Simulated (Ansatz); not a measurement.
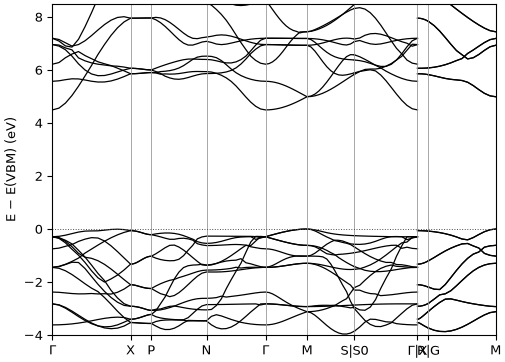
Fig. 1. Band structure from the program Ansatz at the r²SCAN level (PAW)

Q: Read off the gap and where the band edges lie.

A: About 4.5 eV (4.49 eV by a search for the band edges); maximum at M, minimum at Γ.

The material is ZrO2 (anatase, I4_1/amd).

The first step of the workflow began from a Materials Project structure, measured or hypothetical; the Crystallography Open Database copy checked does not list it. It is not the phase usual at ambient conditions (space group No. 14). Symmetry was held in the r²SCAN relaxation; its stability against distortions is not shown here. No spin polarisation was allowed. Spin–orbit coupling is left out wherever it is not named.

Potentials: the later of the program's two PAW sets.
